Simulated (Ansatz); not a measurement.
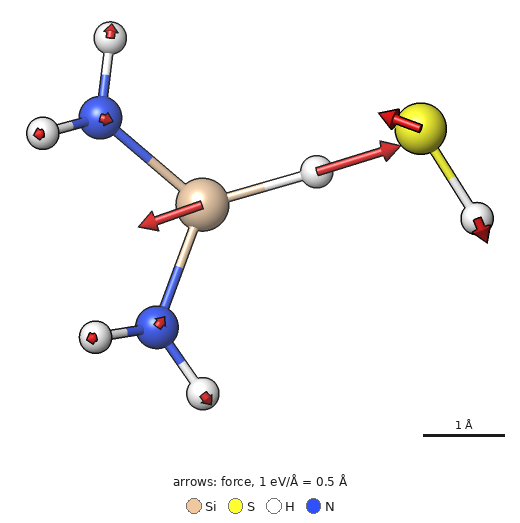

Starting geometry of SiN2H6S with the computed forces as red arrows. The picture is a ball-and-stick view, seen face on.

The reaction that was planned forms S2–H3 and breaks Si1–S2, Si1–H3 (atoms numbered from 1 in input order).

Level of theory: RKS PBE0-D4/def2-SVP (Ansatz). Set-up: held fixed: the distance between atoms 2 (S) and 3 (H), the distance between atoms 1 (Si) and 2 (S), the distance between atoms 1 (Si) and 3 (H), counting from 1; force threshold 0.04 eV/Å; at most 150 steps.

Q: What follows when this structure is relaxed?

A: It isn't relaxed: the largest force vector, on an H atom, is 2.24 eV/Å. The final displacements have little in common with the starting forces (cosine between the two patterns 0.04). After 8 accepted moves (9 points after the start) the energy has fallen by 1.48 kcal/mol. The largest force component goes from 0.65 to 0.0099 eV/Å. The line search rejected the trial step at point 8 of the run. The forces were under the threshold at step 5, but the run went on from there. An H atom moves most after the best rigid fit: 0.39 Å. Largest moves by element: H 0.39 Å, S 0.13 Å, N 0.12 Å, Si 0.05 Å. Some distances before and after: H–S 1.328 → 1.353 Å, H–N 1.006 → 1.013 Å. Bond angles that change, for instance: H–Si–N 122.2° → 118.8°, H–Si–N 123.7° → 120.5°, N–Si–N 105.3° → 108.3°.
